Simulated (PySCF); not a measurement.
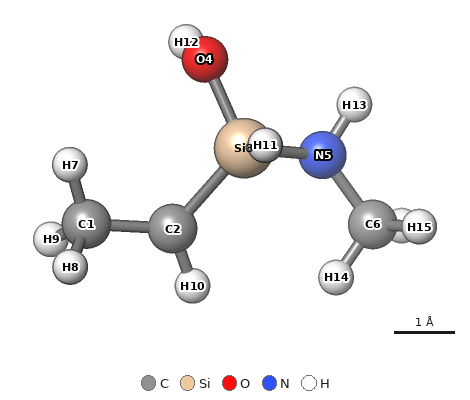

The structure (ball-and-stick view, seen at a tilt; atoms are numbered from 1 in the order of the input).

## EPR calculation, with input and output: C$_{3}$H$_{10}$NOSi

- system: C$_{3}$H$_{10}$NOSi, multiplicity 2
- method: UKS B3LYP, pcH-1 on C H N O Si, non-relativistic, mean-field spin-orbit, GIAO (PySCF 2.14.0)

It belongs to a series of runs on one base structure; here: H removed from sp3 C.

### Output
```
UKS, coarse grid
  cycle   1  E = -539.70485035  |g| = 6.40e-01
  cycle   2  E = -539.50542601  |g| = 9.74e-01
  cycle   3  E = -539.85391372  |g| = 9.13e-02
  cycle   4  E = -539.85657796  |g| = 4.47e-02
  cycle   5  E = -539.85745714  |g| = 9.52e-03
  cycle   6  E = -539.85748924  |g| = 4.73e-03
  cycle   7  E = -539.85749901  |g| = 1.06e-03
  cycle   8  E = -539.85750020  |g| = 3.95e-04
UKS, final grid
  cycle   1  E = -539.85750451  |g| = 4.26e-04
  cycle   2  E = -539.85750447  |g| = 5.39e-04
  cycle   3  E = -539.85750460  |g| = 7.70e-05
  cycle   4  E = -539.85750460  |g| = 1.94e-05
E = -539.85750460 Eh   <S^2> = 0.7533 (exact 0.7500)
g shifts (ppm)      1          2          3
  rmc          -129       -129       -129
  gc              2         25         29
  oz_so         -12        370        759
  total        -140        266        659
hyperfine (MHz)  atom isotope    a_iso     a_fc   dipolar eigenvalues
    0   13C     -30.33     -30.34     -3.09      0.66      2.43
    1   13C      85.49      85.61    -74.85    -74.02    148.88
    2  29Si      44.76      44.81     -2.30     -0.38      2.68
    3   17O      -4.34      -4.34     -2.53      1.10      1.43
    4   14N       6.36       6.36     -0.89     -0.59      1.48
    5   13C       0.14       0.14     -0.52     -0.44      0.96
    6    1H       3.16       3.16     -4.56     -3.87      8.43
    7    1H     135.88     135.88     -5.57     -2.93      8.50
    8    1H     101.30     101.30     -5.35     -3.96      9.30
    9    1H     -55.17     -55.18    -35.62     -0.75     36.37
   10    1H      38.52      38.52     -3.76     -1.25      5.01
   11    1H      -0.59      -0.59     -2.71     -1.85      4.56
   12    1H      -0.59      -0.59     -1.91     -1.46      3.37
   13    1H       0.97       0.97     -2.56     -2.19      4.75
   14    1H       1.16       1.16     -1.02     -0.96      1.98
   15    1H      -0.13      -0.13     -1.01     -0.95      1.97
```

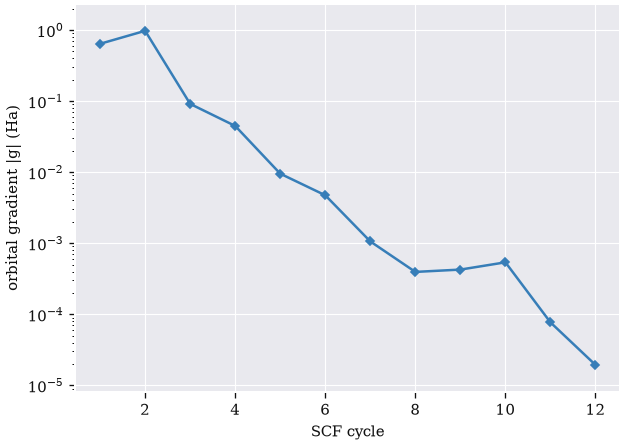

Convergence of the self-consistent field: orbital gradient |g| against the SCF cycle. All cycles printed in the log are drawn one after another.

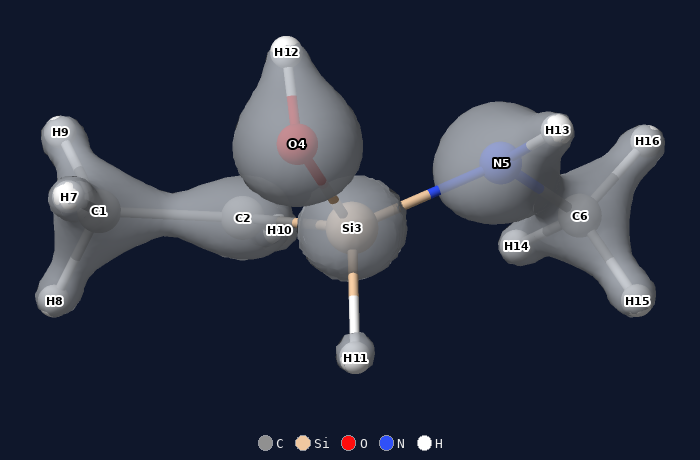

Isosurface of the total electron density at 1.5 e/Å³ (grey), seen from the side. At this value the surface falls into five separate pieces. It is pinched off along the Si–O (1.63 Å) and Si–N (1.73 Å) contacts. On the grid the lowest density along these lines, outside the cores, is 1.8 e/Å³ (C–N, 1.44 Å), 1.8 e/Å³ (C–C, 1.48 Å), 0.99 e/Å³ (Si–O, 1.63 Å) and 0.93 e/Å³ (Si–N, 1.73 Å).

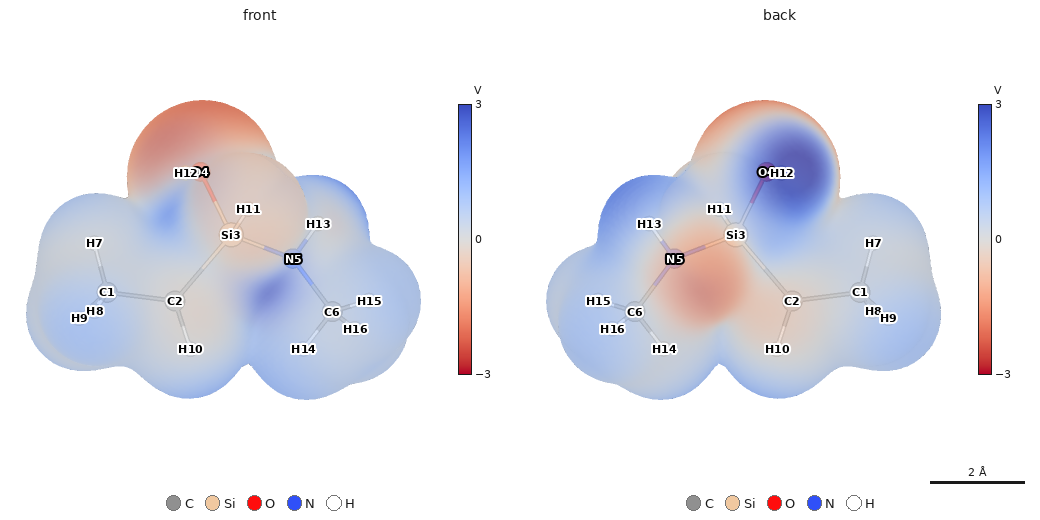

The molecular electrostatic potential painted on the density surface at 0.004 e/bohr³, seen at a tilt and from behind; red is negative and blue positive.

The run was set up as follows.

### Input file
```
{"job": {"kind": "epr", "basis": "pcH-1"}, "charge": 0, "multiplicity": 2}
C     -1.725522    -1.834840    -0.574015
C     -0.992520    -0.553884    -0.493243
Si     0.762526    -0.425973     0.092208
O      1.104466    -1.492083     1.281298
N      0.975183     1.167399     0.724111
C      0.804757     2.363225    -0.062956
H     -1.169193    -2.638198    -0.098309
H     -1.910163    -2.112076    -1.617059
H     -2.709363    -1.751688    -0.103057
H     -1.505715     0.289031    -0.932883
H      1.751593    -0.871693    -0.899572
H      0.629212    -1.445057     2.106397
H      1.732390     1.274897     1.384050
H     -0.042266     2.226400    -0.729983
H      1.683774     2.596091    -0.675824
H      0.603242     3.217393     0.587424
```

The first line tells a small driver script what to run in PySCF; the rest is the geometry in Å.

Run as:
```bash
OMP_NUM_THREADS=1 python <driver script> task.json out
```

### Key numbers

```csv
quantity,value
outcome,converged
total energy,−539.857505 hartree
⟨S²⟩,0.753
isotropic g,2.0026
hardware,"1 CPU thread, shared host"
wall time,69 s
peak memory,0.94 GiB
```
